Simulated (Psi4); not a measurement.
# triplet AlCl2F: levels of theory compared

Aim: a comparison of 4 runs (UHF/3-21G, UB3LYP/6-31G*, U-wB97X-V/def2-SVPD, UTPSSh/def2-SVPD) of triplet AlCl2F. 

The calculation is run with Psi4 1.11.

### Step 1. The molecule

AlCl2F has 4 atoms, charge 0, and is taken as a triplet. As SMILES of the parent species, `[F][Al]([Cl])[Cl]`. The coordinates come from a PBE0-D4/def2-TZVP relaxation. That shape belongs to the parent species and isn't relaxed for this state.

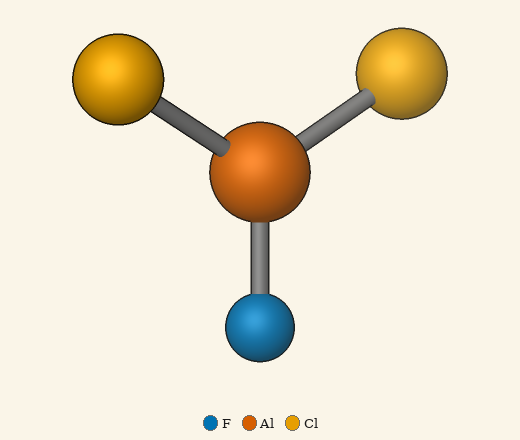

Viewed from a chosen angle; fluorine blue, aluminium orange, chlorine amber.

### Step 2. The energy at UHF/3-21G (run 1)

Contents of calc.py:

```python
import psi4

psi4.set_memory('2200 MB')
psi4.set_num_threads(1)
psi4.set_output_file('run.log', False)

m = psi4.geometry("""
0 3
F      0.087420     0.388220     1.682350
Al     0.004800     0.021530     0.093600
Cl     1.223040    -1.463690    -0.663450
Cl    -1.315270     1.053930    -1.112510
symmetry c1
no_reorient
no_com
""")

psi4.set_options({
    'basis': '3-21G',
    'reference': 'uhf',
    'puream': True,
    'e_convergence': 1e-09,
    'd_convergence': 1e-08,
    'scf_type': 'pk',
    'maxiter': 100,
})

E, wfn = psi4.energy('scf', return_wfn=True)
psi4.oeprop(wfn, 'MULLIKEN_CHARGES', 'QUADRUPOLE', 'MAYER_INDICES')
print(f'total energy {E:.8f} hartree = {E * 27.211386:.5f} eV')
```

On the command line:

```console
python calc.py
```

run.log:

```text
[...]
  Running in c1 symmetry.
[...]
  Nuclear repulsion =  244.295361750994289
[...]
  Multiplicity = 3
[...]
  Nalpha       = 29
  Nbeta        = 27
[...]
    Number of basis functions: 48
[...]
   @UHF iter   1: -1253.95153768694786   -3.52718e-01   7.97484e-03 ADIIS/DIIS
[...]
   @UHF iter  22: -1254.02652853702784   -2.95586e-12   5.64109e-09 DIIS
[...]
   @S^2 Observed:                2.016774626E+00
[...]
  @UHF Final Energy: -1254.02652853702784
   => Energetics <=
    Nuclear Repulsion Energy =            244.2953617509942887
    One-Electron Energy =               -2225.5742729534858881
    Two-Electron Energy =                 727.2523826654636423
    Total Energy =                      -1254.0265285370278434
  UHF NO Occupations:
  HONO-2 :   27  A 1.9933848
  HONO-1 :   28  A 1.0000000
[...]
 Multipole Moments:
 ------------------------------------------------------------------------------------
     Multipole            Electronic (a.u.)      Nuclear  (a.u.)        Total (a.u.)
 ------------------------------------------------------------------------------------
 L = 1.  Multiply by 2.5417464519 to convert [e a0] to [Debye]
 Dipole X            :          1.3431108           -1.3582029           -0.0150921
 Dipole Y            :          5.9502663           -6.0321003           -0.0818340
 Dipole Z            :         25.7681371          -26.1412807           -0.3731436
 Magnitude           :                                                    0.3823097
 L = 2.  Multiply by 1.3450342976 to convert [e a0^2] to [Debye ang]
 Quadrupole XX       :       -228.4204456          196.0765783          -32.3438674
 Quadrupole XY       :        192.2996113         -191.7348616            0.5647497
[...]
  Mulliken Charges: (a.u.)
   Center  Symbol    Alpha    Beta     Spin     Total
       1     F     4.76458  4.75224  0.01235 -0.51682
       2    AL     6.63640  5.70505  0.93135  0.65855
       3    CL     8.79951  8.27135  0.52816 -0.07086
       4    CL     8.79951  8.27136  0.52815 -0.07087
   Total alpha = 29.00000, Total beta = 27.00000, Total charge =  0.00000
  Mayer Bond Indices:
  Total Bond Index:
  Irrep: 1 Size: 4 x 4
[...]
```

The script printed:

```text
total energy -1254.02652854 hartree = -34123.79992 eV
```

Wall time 2 s (1 thread of Intel Xeon Platinum 8488C (Sapphire Rapids), shared host); peak memory 0.19 GiB.

### Step 3. Energy and forces at UB3LYP/6-31G(d) (spherical functions) (run 2)

Contents of input.dat:

```
memory 2200 mb

molecule mol {
  0 3
  F      0.087420     0.388220     1.682350
  Al     0.004800     0.021530     0.093600
  Cl     1.223040    -1.463690    -0.663450
  Cl    -1.315270     1.053930    -1.112510
  units angstrom
  symmetry c1
}

set {
  reference            uks
  puream               true
  e_convergence        1e-09
  d_convergence        1e-08
  scf_type             pk
  dft_radial_points    99
  dft_spherical_points 590
  maxiter              100
}

E, wfn = gradient('b3lyp/6-31G*', return_wfn=True)
oeprop(wfn, 'DIPOLE', 'MAYER_INDICES', 'WIBERG_LOWDIN_INDICES', title='B3LYP')
print_variables()
```

On the command line:

```console
psi4 -n 1 input.dat output.dat
```

output.dat:

```text
[...]
  Running in c1 symmetry.
[...]
  Nuclear repulsion =  244.295361750994289
[...]
  Multiplicity = 3
[...]
  Nalpha       = 29
  Nbeta        = 27
[...]
    Number of basis functions: 68
[...]
   @UKS iter   1: -1262.51888299252573   -5.31284e-02   7.69733e-03 ADIIS/DIIS
[...]
   @UKS iter  15: -1262.63326519853467   -2.72848e-12   6.98440e-09 DIIS
[...]
   @S^2 Observed:                2.004544835E+00
[...]
  @UKS Final Energy: -1262.63326519853467
   => Energetics <=
    Nuclear Repulsion Energy =            244.2953617509942887
    One-Electron Energy =               -2233.7286761799027772
    Two-Electron Energy =                 795.9051799786905121
    DFT Exchange-Correlation Energy =     -69.1051307483167818
    Empirical Dispersion Energy =           0.0000000000000000
    VV10 Nonlocal Energy =                  0.0000000000000000
    Total Energy =                      -1262.6332651985346729
[...]
  -Total Gradient:
     Atom            X                  Y                   Z
    ------   -----------------  -----------------  -----------------
       1       -0.001478641082    -0.006516619627    -0.028175838727
       2       -0.002135564278    -0.009634580732    -0.041937388325
       3       -0.040466193133     0.050003233997     0.027574113478
       4        0.044079961291    -0.033853965361     0.042530763358
[...]
 Multipole Moments:
 ------------------------------------------------------------------------------------
     Multipole            Electronic (a.u.)      Nuclear  (a.u.)        Total (a.u.)
 ------------------------------------------------------------------------------------
 L = 1.  Multiply by 2.5417464519 to convert [e a0] to [Debye]
 Dipole X            :          0.0136568           -0.0483080           -0.0346513
 Dipole Y            :          0.0589409           -0.2145795           -0.1556386
 Dipole Z            :          0.2531691           -0.9299528           -0.6767836
 Magnitude           :                                                    0.6953130
[...]
```

Wall time 15 s (1 thread of Intel Xeon Platinum 8488C (Sapphire Rapids), shared host); peak memory 0.58 GiB.

### Step 4. The energy at U-wB97X-V/def2-SVPD (run 3)

Contents of job.py:

```python
import psi4

psi4.set_memory('2200 MB')
psi4.set_num_threads(1)
psi4.set_output_file('output.dat', False)

mol = psi4.geometry("""
0 3
F
Al 1 1.63261
Cl 2 2.06473 1 119.24288
Cl 2 2.064736 1 119.24227 3 -179.98797
symmetry c1
no_reorient
no_com
""")

options = {'reference': 'uks', 'puream': True, 'e_convergence': 1e-09, 'd_convergence': 1e-08, 'scf_type': 'pk', 'dft_radial_points': 99, 'dft_spherical_points': 590, 'maxiter': 100}
psi4.set_options(options)

E = psi4.energy('wb97x-v/def2-SVPD', molecule=mol)
print(f'total energy {E:.8f} hartree = {E * 27.211386:.5f} eV')
```

On the command line:

```console
python job.py
```

output.dat:

```text
[...]
  Running in c1 symmetry.
[...]
  Nuclear repulsion =  244.295380333517159
[...]
  Multiplicity = 3
[...]
  Nalpha       = 29
  Nbeta        = 27
[...]
    Number of basis functions: 101
[...]
   @UKS iter   1: -1261.89207453125164   -2.12475e-01   4.84170e-03 ADIIS/DIIS
[...]
   @UKS iter  17: -1261.98739602822388   -1.27329e-11   8.62846e-09 DIIS
[...]
   @S^2 Observed:                2.009977259E+00
[...]
    Orbital Energies [Eh]
    ---------------------
    Alpha Occupied:
       1A   -101.579983     2A   -101.579969     3A    -56.119205
       4A    -24.741922     5A     -9.643826     6A     -9.643816
       7A     -7.407078     8A     -7.407049     9A     -7.398299
      10A     -7.398290    11A     -7.394872    12A     -7.394862
      13A     -4.304428    14A     -2.852238    15A     -2.850492
      16A     -2.850170    17A     -1.260671    18A     -1.034914
      19A     -1.025645    20A     -0.620084    21A     -0.570369
      22A     -0.567683    23A     -0.536639    24A     -0.536430
      25A     -0.535057    26A     -0.512235    27A     -0.511171
      28A     -0.504615    29A     -0.189074
    Alpha Virtual:
[...]
  @UKS Final Energy: -1261.98739602822388
   => Energetics <=
    Nuclear Repulsion Energy =            244.2953803335171585
    One-Electron Energy =               -2231.9437370543655561
    Two-Electron Energy =                 789.6504014233707949
    DFT Exchange-Correlation Energy =     -64.2224648041927821
    Empirical Dispersion Energy =           0.0000000000000000
    VV10 Nonlocal Energy =                  0.2330240734463814
    Total Energy =                      -1261.9873960282238841
[...]
 Multipole Moments:
 ------------------------------------------------------------------------------------
     Multipole            Electronic (a.u.)      Nuclear  (a.u.)        Total (a.u.)
 ------------------------------------------------------------------------------------
 L = 1.  Multiply by 2.5417464519 to convert [e a0] to [Debye]
 Dipole X            :         -0.0015275           -0.0000761           -0.0016037
 Dipole Y            :          0.0000865            0.0000032            0.0000897
 Dipole Z            :         -0.0298375            0.9556098            0.9257723
 Magnitude           :                                                    0.9257737
[...]
```

On the terminal:

```text
total energy -1261.98739603 hartree = -34340.42616 eV
```

It took 55 s on 1 thread of Intel Xeon Platinum 8488C (Sapphire Rapids), shared host; peak memory 1 GiB.

### Step 5. Energy and gradient at UTPSSh/def2-SVPD (run 4)

Contents of alcl2f.xyz:

```xyz
4
AlCl2F
F      0.087420     0.388220     1.682350
Al     0.004800     0.021530     0.093600
Cl     1.223040    -1.463690    -0.663450
Cl    -1.315270     1.053930    -1.112510
```

Contents of job.py:

```python
import psi4

psi4.set_memory(2200000000)
psi4.set_num_threads(1)
psi4.core.set_output_file('alcl2f.out', False)

with open('alcl2f.xyz') as f:
    atoms = ''.join(f.readlines()[2:])
molecule = psi4.geometry('0 3\n' + atoms + 'symmetry c1\nno_reorient\nno_com')

psi4.set_options({
    'basis': 'def2-SVPD',
    'reference': 'uks',
    'puream': True,
    'e_convergence': 1e-09,
    'd_convergence': 1e-08,
    'scf_type': 'pk',
    'dft_radial_points': 99,
    'dft_spherical_points': 590,
    'maxiter': 100,
})

e_tot = psi4.gradient("tpssh")
print('gradient / Eh bohr^-1')
print(e_tot.np.round(6))
for k, v in sorted(psi4.core.scalar_variables().items()):
    print(f'{k:45s} {v:18.10f}')
```

On the command line:

```console
python job.py
```

alcl2f.out:

```text
[...]
  Running in c1 symmetry.
[...]
  Nuclear repulsion =  244.295361750994289
[...]
  Multiplicity = 3
[...]
  Nalpha       = 29
  Nbeta        = 27
[...]
    Number of basis functions: 101
[...]
   @UKS iter   1: -1262.13143884876808    3.22490e-02   5.63294e-03 DIIS/ADIIS
[...]
   @UKS iter  15: -1262.26530030284039   -2.36469e-11   9.81824e-09 DIIS
[...]
   @S^2 Observed:                2.004895374E+00
[...]
  @UKS Final Energy: -1262.26530030284039
   => Energetics <=
    Nuclear Repulsion Energy =            244.2953617509942887
    One-Electron Energy =               -2232.1491314423219592
    Two-Electron Energy =                 802.9153621378349044
    DFT Exchange-Correlation Energy =     -77.3268927493477776
    Empirical Dispersion Energy =           0.0000000000000000
    VV10 Nonlocal Energy =                  0.0000000000000000
    Total Energy =                      -1262.2653003028403873
[...]
 Multipole Moments:
 ------------------------------------------------------------------------------------
     Multipole            Electronic (a.u.)      Nuclear  (a.u.)        Total (a.u.)
 ------------------------------------------------------------------------------------
 L = 1.  Multiply by 2.5417464519 to convert [e a0] to [Debye]
 Dipole X            :          1.3176990           -1.3582029           -0.0405039
 Dipole Y            :          5.8499991           -6.0321003           -0.1821012
 Dipole Z            :         25.3492422          -26.1412807           -0.7920385
 Magnitude           :                                                    0.8137115
[...]
  -Total Gradient:
     Atom            X                  Y                   Z
    ------   -----------------  -----------------  -----------------
       1       -0.002205192167    -0.009726856311    -0.042066165250
       2       -0.001310902929    -0.006011488621    -0.026286026000
       3       -0.038930369122     0.048222807148     0.026966688432
       4        0.042445299507    -0.032489773511     0.041362353173
[...]
```

Standard output:

```text
gradient / Eh bohr^-1
[[-0.002205 -0.009727 -0.042066]
 [-0.001311 -0.006011 -0.026286]
 [-0.03893   0.048223  0.026967]
 [ 0.042445 -0.03249   0.041362]]
CURRENT ENERGY                                  -1262.2653003028
CURRENT REFERENCE ENERGY                        -1262.2653003028
DD SOLVATION ENERGY                                 0.0000000000
DFT FUNCTIONAL TOTAL ENERGY                     -1262.2653003028
DFT TOTAL ENERGY                                -1262.2653003028
DFT VV10 ENERGY                                     0.0000000000
DFT XC ENERGY                                     -77.3268927493
GRID ELECTRONS ALPHA                               29.0000012610
GRID ELECTRONS BETA                                27.0000012712
GRID ELECTRONS TOTAL                               56.0000025322
NUCLEAR REPULSION ENERGY                          244.2953617510
ONE-ELECTRON ENERGY                             -2232.1491314423
PCM POLARIZATION ENERGY                             0.0000000000
PE ENERGY                                           0.0000000000
SCF ITERATION ENERGY                            -1262.2653003028
SCF ITERATIONS                                     15.0000000000
SCF TOTAL ENERGY                                -1262.2653003028
TWO-ELECTRON ENERGY                               802.9153621378
XC GRID RADIAL POINTS                              99.0000000000
XC GRID SPHERICAL POINTS                          590.0000000000
XC GRID TOTAL POINTS                           225062.0000000000
```

Wall time 48 s (1 thread of Intel Xeon Platinum 8488C (Sapphire Rapids), shared host); peak memory 1.1 GiB.

### Step 6. Overview of the runs

```
run                                level      task         integration grid   energy (Eh)  dipole moment (D)  HOMO energy (eV)   ⟨S²⟩  wall time
  1                            UHF/3-21G    energy                        –  -1254.026529               0.97             -5.30  2.017        2 s
  2  UB3LYP/6-31G* (spherical functions)  gradient  99 radial × 590 angular  -1262.633265               1.77             -3.15  2.005       15 s
  3                  U-wB97X-V/def2-SVPD    energy  99 radial × 590 angular  -1261.987396               2.35             -5.14  2.010       55 s
  4                     UTPSSh/def2-SVPD  gradient  99 radial × 590 angular  -1262.265300               2.07             -3.15  2.005       48 s
```

### Step 7. Summary of results

| quantity | value |
| --- | --- |
| run 4: total energy | -1262.26530 Eh |
| run 4: dipole moment | 2.07 D |
| run 4: HOMO energy (highest over α and β) | -3.15 eV |
| run 4: ⟨S²⟩ | 2.005 |
| run 4: largest force on an atom | 3.476 eV/Å |

The dipole moment (its size) runs from 0.97 D (UHF/3-21G) to 2.35 D (U-wB97X-V/def2-SVPD). The two ends differ in method and basis. Totals of different functionals can't be ranked against each other. All runs together took 2 min, the longest 55 s.
